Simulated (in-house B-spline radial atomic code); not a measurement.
# Sr⁹⁺: density, ELF and screening along the radius

Aim: the shell structure of Sr⁹⁺ in the radial density, the electron localisation function and the screened nuclear charge, under several settings.

Method: several methods, spin-polarised, as named in each step; spherical all-electron atom at the radial basis limit. Code: in-house B-spline radial atomic code version 1.

## Step 1: Starting point

* element: strontium (Z = 38)
* charge: +9
* electrons: 29
* configuration: [Ar] 3d10 4s1
* nucleus: point (non-relativistic runs) or finite (X2C runs)

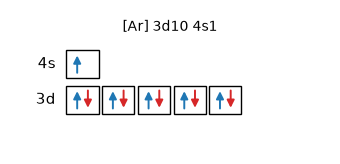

The shells outside the core, filled by Hund's rule for the drawing.

Where spins are not typed, each open shell is filled with up spins first.

## Step 2: LC-ωPBE, non-rel.

Input settings:

```ini
Z = 38
electrons = 29.0
configuration = [Ar] 3d10 4s1
hamiltonian = nr
method = lc_wpbe
spin_polarised = True
```

Launch:

```bash
> python run_scf.py task.json out
```

The settings of every run stand in task.json; they run in order.

Main fields of the result record, rounded:

```text
{
  "status": "converged",
  "scf [iteration, energy, orbital gradient]": [
    [1, -3077.08257647, 1.5],
    [2, -3098.36139728, 1.02],
    [3, -3108.16081038, 0.25],
    [4, -3108.82273584, 0.054],
    [5, -3108.84242469, 0.0319],
    [6, -3108.85400631, 0.00105],
    [7, -3108.85401145, 0.000151],
    [8, -3108.8540115, 1.44e-05],
    [9, -3108.8540115, 2.65e-07]
  ],
  "energy [hartree]": {"total": -3108.8540115, "kinetic": 3107.38011869, "nuclear": -7246.17180161, "coulomb": 1128.77474958, "exact_exchange": -6.45869857111, "xc": -92.3783795903},
  "orbitals [hartree, bohr; first row names the columns]": [
    ["name", "occ", "eps", "<r>", "<r^2>", "<1/r>", "r_max", "density_at_nucleus", "spin_orbit_zeta"],
    ["1s up", 1.0, -579.82118, 0.040178, 0.0021611, 37.497, 0.026553, 17023.0, "-"],
    ["1s down", 1.0, -579.81411, 0.040179, 0.0021611, 37.497, 0.026554, 17023.0, "-"],
    ["2s up", 1.0, -82.505216, 0.17689, 0.036809, 8.3813, 0.14919, 1693.2, "-"],
    ["2s down", 1.0, -82.50032, 0.17689, 0.036809, 8.3811, 0.1492, 1693.1, "-"],
    ["2p up", 3.0, -75.702601, 0.15216, 0.028247, 8.3653, 0.1178, "-", 1.5921],
    ["2p down", 3.0, -75.697306, 0.15216, 0.028248, 8.3652, 0.11781, "-", 1.5921],
    ["3s up", 1.0, -17.577106, 0.50052, 0.28696, 2.8437, 0.44499, 285.3, "-"],
    ["3s down", 1.0, -17.564083, 0.50025, 0.28657, 2.8447, 0.44504, 285.44, "-"],
    ["3p up", 3.0, -15.077878, 0.4995, 0.29044, 2.7433, 0.43395, "-", 0.24479],
    ["3p down", 3.0, -15.063776, 0.49892, 0.28963, 2.7456, 0.43396, "-", 0.24518],
    ["3d up", 5.0, -10.551007, 0.48751, 0.28698, 2.5425, 0.37441, "-", 0.027355],
    ["3d down", 5.0, -10.535995, 0.48634, 0.28533, 2.5465, 0.3743, "-", 0.02744],
    ["4s up", 1.0, -6.3440354, 1.1936, 1.597, 1.141, 1.117, 58.054, "-"]
  ],
  "sum_r [bohr^k]": {"-1": 190.6887, "1": 11.4059, "2": 7.019688},
  "density_at_nucleus [bohr^-3]": 38061.45,
  "spin_density_at_nucleus [bohr^-3]": 58.31697,
  "mass_velocity [hartree]": -164.7881,
  "darwin [hartree]": 120.9816,
  "radius_at_0.001 [bohr]": 2.189,
  "radius_enclosing_fraction [bohr]": {"0.5": 0.3519, "0.9": 0.7506, "0.99": 1.416},
  "slater [hartree]": {
    "F0(3d up,3d up)": 1.8702,
    "F2(3d up,3d up)": 0.91441,
    "F4(3d up,3d up)": 0.57939,
    "F0(3d up,3d down)": 1.8722,
    "F2(3d up,3d down)": 0.91576,
    "F4(3d up,3d down)": 0.58032,
    "F0(3d up,4s up)": 0.94729,
    "G2(3d up,4s up)": 0.087741,
    "F0(3d down,3d down)": 1.8742,
    "F2(3d down,3d down)": 0.91711,
    "F4(3d down,3d down)": 0.58126,
    "F0(3d down,4s up)": 0.94759,
    "F0(4s up,4s up)": 0.75164
  }
}
```

Run time: 0.22 s. Hardware: 1 thread, shared host.

radius_at_0.001 is where the density falls to 0.001 electrons per bohr³.

The record's radial tables, every 2nd point:

```csv
r (bohr),4πr²n (1/bohr),ELF,screened charge r·V (e),reduced gradient s,4πr²(n↑−n↓)
0.00521,8.738,0.9994,37.02,0.4162,0.01324
0.00764,15.63,0.9989,36.57,0.4416,0.02335
0.0112,25.66,0.9978,35.94,0.4808,0.03711
0.0164,37.25,0.9935,35.07,0.5413,0.04974
0.0240,45.64,0.9704,33.91,0.6311,0.04927
0.0352,45.39,0.8078,32.38,0.7318,0.02431
0.0516,39.58,0.3720,30.44,0.6679,-0.001840
0.0756,42.81,0.3757,27.95,0.3388,0.04457
0.111,55.41,0.7276,24.89,0.3308,0.1408
0.162,50.60,0.7013,21.53,0.5386,0.06201
0.238,34.25,0.2802,17.94,0.4705,0.01095
0.349,38.94,0.5912,14.24,0.2270,0.3185
0.511,34.42,0.7817,11.20,0.4960,0.08040
0.748,12.57,0.4915,9.654,1.025,0.3229
1.10,2.588,0.1326,9.150,1.557,1.195
1.61,0.5386,0.5693,9.018,2.858,0.4987
2.36,0.02848,0.8594,9.001,11.66,0.02832
3.45,0.0001259,0.6609,9.000,101.6,0.0001258
```

## Step 3: LDA (VWN5), X2C

Input settings:

```ini
Z = 38
electrons = 29.0
configuration = [Ar] 3d10 4s1
hamiltonian = x2c
method = lda,vwn
spin_polarised = True
nucleus = fermi
rms_radius = 4.224
mass_number = 88
atomic_mass = 87.905612253
speed_of_light = 137.035999084
```

Results of the run:

```text
{
  "status": "converged",
  "scf [iteration, energy, orbital gradient]": [
    [1, -3121.02171611, 1.45],
    [2, -3139.0597002, 1.08],
    [3, -3150.12843751, 0.248],
    [4, -3150.76811388, 0.0471],
    [5, -3150.78123013, 0.0294],
    [6, -3150.7907169, 0.00162],
    [7, -3150.79072692, 3.8e-05],
    [8, -3150.79072692, 8.76e-07],
    [9, -3150.79072692, 6.88e-08]
  ],
  "energy [hartree]": {"total": -3150.79072692, "kinetic": 3244.78995817, "nuclear": -7440.37300401, "coulomb": 1141.87540379, "xc": -97.0830848737},
  "orbitals [hartree, bohr; first row names the columns]": [
    ["name", "occ", "eps", "<r>"],
    ["1s up", 1.0, -589.89291, 0.038756],
    ["1s down", 1.0, -589.88327, 0.038757],
    ["2s up", 1.0, -84.842468, 0.1723],
    ["2s down", 1.0, -84.83637, 0.1723],
    ["2p up", 3.0, -76.125, 0.15022],
    ["2p down", 3.0, -76.1189, 0.15022],
    ["3s up", 1.0, -17.797652, 0.49033],
    ["3s down", 1.0, -17.785656, 0.48999],
    ["3p up", 3.0, -14.971422, 0.49505],
    ["3p down", 3.0, -14.958186, 0.4945],
    ["3d up", 5.0, -10.279778, 0.48853],
    ["3d down", 5.0, -10.264405, 0.48721],
    ["4s up", 1.0, -6.2723111, 1.1726]
  ],
  "sum_r [bohr^k]": {"-1": 198.1616, "1": 11.32365, "2": 6.922006}
}
```

It took 0.16 s on 1 thread, shared host.

Fields along the radius, from the same record (one point in 4):

```csv
r (bohr),4πr²n (1/bohr),ELF,screened charge r·V (e),reduced gradient s,4πr²(n↑−n↓)
0.00519,11.22,0.9994,36.99,0.5496,0.01830
0.0111,29.03,0.9977,35.90,0.5397,0.04463
0.0238,47.11,0.9656,33.86,0.6614,0.05160
0.0511,39.61,0.3536,30.41,0.6578,-0.001795
0.110,56.20,0.7382,24.88,0.3393,0.1462
0.235,34.12,0.2759,18.00,0.4711,0.01784
0.504,34.78,0.7798,11.25,0.4890,0.07279
1.08,2.793,0.1407,9.155,1.548,1.214
2.32,0.02870,0.7924,9.000,11.74,0.02848
```

## Step 4: PBE, X2C

Changes to the settings of step 3:

```diff
@@ -4,3 +4,3 @@
 hamiltonian = x2c
-method = lda,vwn
+method = pbe,pbe
 spin_polarised = True
```

Results of the run:

```text
{
  "status": "converged",
  "scf [iteration, energy, orbital gradient]": [
    [1, -3124.78703668, 1.46],
    [2, -3143.22980559, 1.05],
    [3, -3153.9936705, 0.243],
    [4, -3154.63087039, 0.0473],
    [5, -3154.6441126, 0.0291],
    [6, -3154.65389235, 0.00146],
    [7, -3154.65389909, 3.18e-05],
    [8, -3154.6538991, 1.28e-06],
    [9, -3154.6538991, 4.71e-08]
  ],
  "energy [hartree]": {"total": -3154.6538991, "kinetic": 3250.01835768, "nuclear": -7445.9925099, "coulomb": 1142.3302252, "xc": -101.009972075},
  "orbitals [hartree, bohr; first row names the columns]": [
    ["name", "occ", "eps", "<r>"],
    ["1s up", 1.0, -590.81795, 0.038708],
    ["1s down", 1.0, -590.80974, 0.038708],
    ["2s up", 1.0, -84.948465, 0.17206],
    ["2s down", 1.0, -84.943194, 0.17206],
    ["2p up", 3.0, -76.150541, 0.15012],
    ["2p down", 3.0, -76.145068, 0.15012],
    ["3s up", 1.0, -17.83456, 0.48947],
    ["3s down", 1.0, -17.821184, 0.48912],
    ["3p up", 3.0, -14.98297, 0.49455],
    ["3p down", 3.0, -14.968356, 0.494],
    ["3d up", 5.0, -10.268754, 0.48843],
    ["3d down", 5.0, -10.252551, 0.4872],
    ["4s up", 1.0, -6.2533233, 1.1753]
  ],
  "sum_r [bohr^k]": {"-1": 198.3182, "1": 11.31989, "2": 6.920588}
}
```

It took 0.18 s on 1 thread, shared host.

Fields along the radius, from the same record (one point in 4):

```csv
r (bohr),4πr²n (1/bohr),ELF,screened charge r·V (e),reduced gradient s,4πr²(n↑−n↓)
0.00519,11.26,0.9994,36.98,0.5499,0.01811
0.0111,29.11,0.9977,35.90,0.5400,0.04412
0.0239,47.21,0.9650,33.84,0.6630,0.05071
0.0512,39.56,0.3510,30.39,0.6567,-0.001850
0.110,56.27,0.7391,24.88,0.3391,0.1447
0.235,34.02,0.2743,18.00,0.4719,0.01700
0.505,34.77,0.7800,11.24,0.4914,0.06746
1.08,2.777,0.1400,9.155,1.549,1.208
2.32,0.03002,0.8103,9.001,11.47,0.02980
```

## Step 5: Hartree-Fock, X2C

Changes to the settings of step 4:

```diff
@@ -4,3 +4,3 @@
 hamiltonian = x2c
-method = pbe,pbe
+method = hf
 spin_polarised = True
```

Results of the run:

```text
{
  "status": "converged",
  "scf [iteration, energy, orbital gradient]": [
    [1, -3123.33924489, 1.44],
    [2, -3147.40906076, 0.804],
    [3, -3152.89393699, 0.24],
    [4, -3153.43094623, 0.0726],
    [5, -3153.47144421, 0.0295],
    [6, -3153.48104194, 0.00169],
    [7, -3153.48104916, 0.000256],
    [8, -3153.48104943, 1.39e-05],
    [9, -3153.48104943, 2.62e-07]
  ],
  "energy [hartree]": {"total": -3153.48104943, "kinetic": 3249.90625795, "nuclear": -7446.37561559, "coulomb": 1142.90005756, "exact_exchange": -99.9117493451},
  "orbitals [hartree, bohr; first row names the columns]": [
    ["name", "occ", "eps", "<r>"],
    ["1s up", 1.0, -601.11371, 0.038692],
    ["1s down", 1.0, -601.09111, 0.038693],
    ["2s up", 1.0, -88.819612, 0.17157],
    ["2s down", 1.0, -88.791709, 0.17161],
    ["2p up", 3.0, -79.370028, 0.15014],
    ["2p down", 3.0, -79.358974, 0.15014],
    ["3s up", 1.0, -19.496383, 0.48626],
    ["3s down", 1.0, -19.438173, 0.48746],
    ["3p up", 3.0, -16.322112, 0.49317],
    ["3p down", 3.0, -16.297612, 0.49274],
    ["3d up", 5.0, -11.129159, 0.48714],
    ["3d down", 5.0, -11.114211, 0.48621],
    ["4s up", 1.0, -6.4790197, 1.1903]
  ],
  "sum_r [bohr^k]": {"-1": 198.3257, "1": 11.30998, "2": 6.913393}
}
```

It took 0.24 s on 1 thread, shared host.

Fields along the radius, from the same record (one point in 4):

```csv
r (bohr),4πr²n (1/bohr),ELF,screened charge r·V (e),reduced gradient s,4πr²(n↑−n↓)
0.00521,11.31,0.9994,36.98,0.5485,0.01749
0.0112,29.38,0.9977,35.88,0.5398,0.04274
0.0240,47.28,0.9647,33.83,0.6640,0.04872
0.0515,39.47,0.3455,30.36,0.6534,-0.0004691
0.111,56.50,0.7454,24.80,0.3425,0.1417
0.237,33.73,0.2678,17.91,0.4625,0.02884
0.510,34.51,0.7805,11.16,0.5004,0.05328
1.09,2.597,0.1275,9.151,1.568,1.198
2.35,0.02815,0.8895,9.000,11.76,0.02803
```

## Step 6: ωB97X, X2C

Changes to the settings of step 5:

```diff
@@ -4,3 +4,3 @@
 hamiltonian = x2c
-method = hf
+method = wb97x
 spin_polarised = True
```

Results of the run:

```text
{
  "status": "converged",
  "scf [iteration, energy, orbital gradient]": [
    [1, -3125.20417505, 1.44],
    [2, -3145.65369196, 0.973],
    [3, -3154.51987255, 0.242],
    [4, -3155.1452896, 0.0561],
    [5, -3155.16749798, 0.0324],
    [6, -3155.17877339, 0.00162],
    [7, -3155.17877865, 0.000319],
    [8, -3155.17877879, 3.53e-05],
    [9, -3155.1787788, 3.17e-06],
    [10, -3155.17877881, 2.55e-06],
    [11, -3155.17877881, 3.21e-06],
    [12, -3155.17877882, 1.76e-06],
    [13, -3155.17877882, 4.1e-07],
    [14, -3155.17877882, 4.73e-07],
    [15, -3155.17877882, 2.99e-07]
  ],
  "energy [hartree]": {"total": -3155.17877882, "kinetic": 3250.66672852, "nuclear": -7447.06672011, "coulomb": 1142.79066181, "exact_exchange": -19.8512901176, "xc": -81.7181589228},
  "orbitals [hartree, bohr; first row names the columns]": [
    ["name", "occ", "eps", "<r>"],
    ["1s up", 1.0, -592.63756, 0.038701],
    ["1s down", 1.0, -592.62704, 0.038702],
    ["2s up", 1.0, -85.719502, 0.17195],
    ["2s down", 1.0, -85.710183, 0.17196],
    ["2p up", 3.0, -76.807982, 0.15012],
    ["2p down", 3.0, -76.801258, 0.15012],
    ["3s up", 1.0, -18.2421, 0.48875],
    ["3s down", 1.0, -18.228928, 0.48886],
    ["3p up", 3.0, -15.336347, 0.49424],
    ["3p down", 3.0, -15.327525, 0.49375],
    ["3d up", 5.0, -10.543915, 0.48801],
    ["3d down", 5.0, -10.532964, 0.48632],
    ["4s up", 1.0, -6.4066309, 1.1725]
  ],
  "sum_r [bohr^k]": {"-1": 198.3469, "1": 11.30772, "2": 6.895866}
}
```

Wall time 0.87 s (1 thread, shared host).

The record's radial tables, every 4th point:

```csv
r (bohr),4πr²n (1/bohr),ELF,screened charge r·V (e),reduced gradient s,4πr²(n↑−n↓)
0.00519,11.26,0.9994,36.98,0.5497,0.01825
0.0111,29.12,0.9977,35.90,0.5399,0.04447
0.0238,47.19,0.9657,33.86,0.6620,0.05149
0.0511,39.56,0.3520,30.40,0.6585,-0.0004455
0.110,56.29,0.7395,24.87,0.3389,0.1482
0.235,33.99,0.2734,18.00,0.4716,0.02178
0.504,34.94,0.7806,11.24,0.4892,0.06157
1.08,2.752,0.1359,9.153,1.556,1.231
2.32,0.02879,0.8198,9.001,11.45,0.02862
```

## Step 7: Results

| run | total energy (hartree) | highest level (eV) | radius holding 50 / 90 / 99 % (bohr) | radius at n = 0.001 (bohr) | ELF minima on the full grid (bohr) |
| --- | --- | --- | --- | --- | --- |
| LC-ωPBE, non-rel. | -3108.8540 | -172.63 | 0.352 / 0.751 / 1.42 | 2.19 | 0.062, 0.24, 1.1 |
| LDA (VWN5), X2C | -3150.7907 | -170.68 | 0.349 / 0.748 / 1.40 | 2.16 | 0.062, 0.23, 1.1 |
| PBE, X2C | -3154.6539 | -170.16 | 0.349 / 0.748 / 1.40 | 2.17 | 0.062, 0.23, 1.1 |
| Hartree-Fock, X2C | -3153.4810 | -176.30 | 0.350 / 0.744 / 1.41 | 2.18 | 0.062, 0.24, 1.1 |
| ωB97X, X2C | -3155.1788 | -174.33 | 0.349 / 0.746 / 1.39 | 2.16 | 0.062, 0.23, 1.1 |

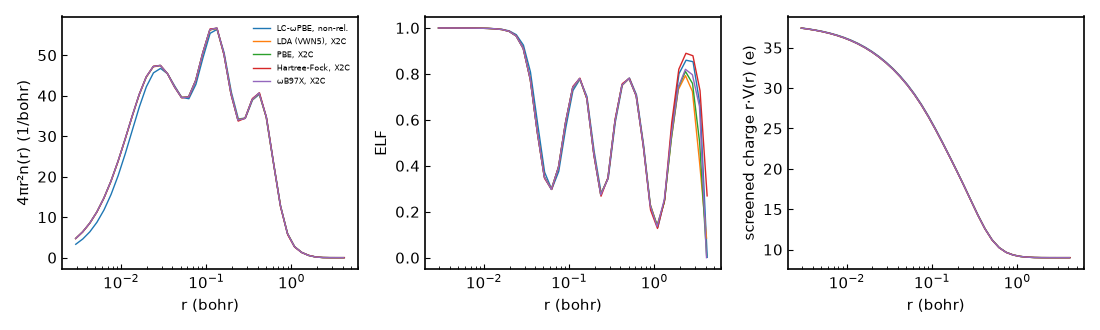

Radial density, ELF and screened nuclear charge of all runs.

In the first run ELF has 3 minima on the grid, which mark the borders between shells. On the record's full grid the screened charge (r times the electrostatic potential) falls from 37.9 near the nucleus to 9.00 at 4.2 bohr; far out it tends to the net charge, 9. The grid is coarse (about 21 % a step), so the places of minima are rough. For X2C runs ELF uses the non-relativistic kinetic energy density, and the fields carry no picture-change correction.
